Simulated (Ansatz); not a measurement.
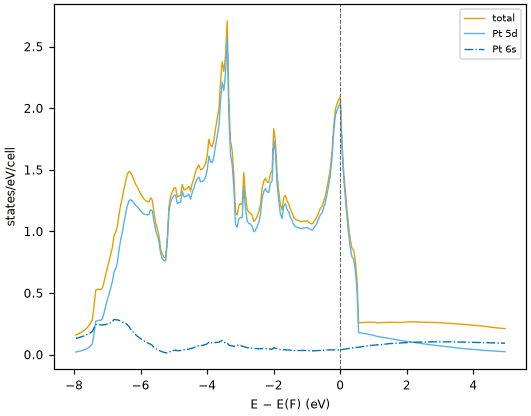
Fig. 1. Total and projected density of states of Pt (fcc (Cu type), space group No. 225), plane-wave PAW r²SCAN (Ansatz code)

Problem. Which orbitals carry the states next to the Fermi level?

Solution. Within 0.5 eV of the Fermi level: Pt 5d 96 %. Projections are on Löwdin-orthogonalised atomic valence shells; empty p or d shells of many metals are not among them.

Problem. Where is the tallest occupied peak in this window, and what makes it?

Solution. Near -3.4 eV, about 2.7 states/eV per cell; the largest projected share is Pt 5d.

Space group Fm-3m (fcc (Cu type)). The cell was relaxed with r²SCAN under the symmetry of its start. No spin polarisation was allowed. Scalar-relativistic: spin–orbit coupling is off unless named, which matters more the heavier the elements.

Potentials: the earlier of the program's two PAW sets.
